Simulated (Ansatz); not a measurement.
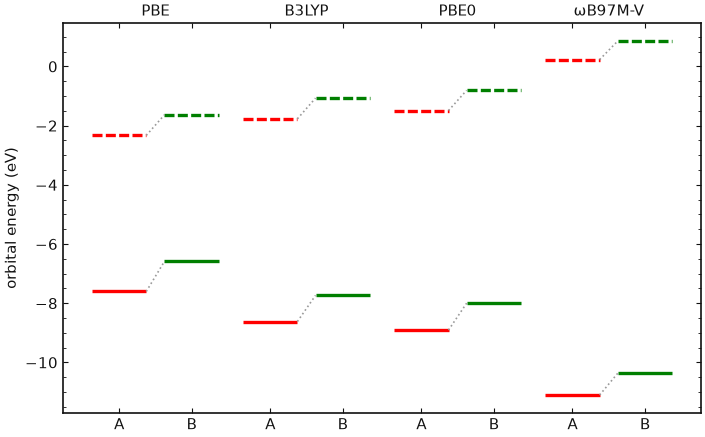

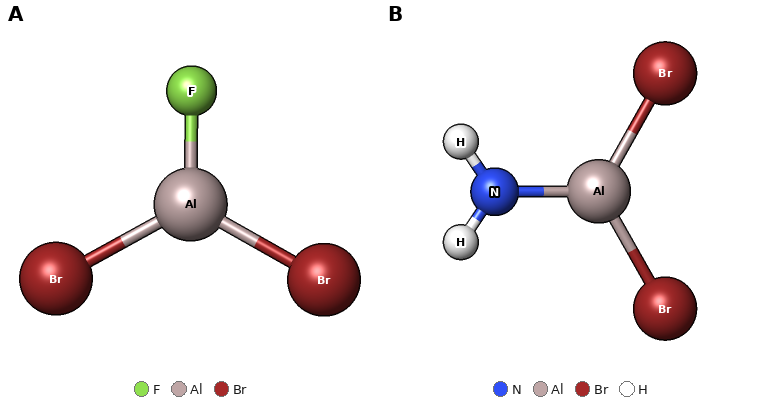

One change: A, AlBr₂F (SMILES [F][Al]([Br])[Br]), becomes B, AlNH₂Br₂ (SMILES [NH2][Al]([Br])[Br]). F on Al is replaced by NH₂. HOMO (solid) and LUMO (dashed) computed in def2-TZVPP at PBE0-D4/def2-TZVP geometries, both minima by their frequencies, gas phase, the Ansatz code. Empty levels above zero depend strongly on the basis.

What does the change do to HOMO and LUMO?

Answer. PBE: the HOMO rises by 1.01 eV, the LUMO rises by 0.69 eV, and the separation goes from 5.27 to 4.95 eV. B3LYP: the HOMO rises by 0.88 eV, the LUMO rises by 0.70 eV, and the separation goes from 6.85 to 6.67 eV. PBE0: the HOMO rises by 0.91 eV, the LUMO rises by 0.68 eV, and the separation goes from 7.42 to 7.19 eV. ωB97M-V: the HOMO rises by 0.74 eV, the LUMO rises by 0.63 eV, and the separation goes from 11.33 to 11.23 eV.

Do the functionals agree on the effect?

Answer. They agree on the direction for both levels; the HOMO shift lies between 0.74 and 1.01 eV and the LUMO shift between 0.63 and 0.70 eV, while the separations themselves differ by up to 6.3 eV between functionals.
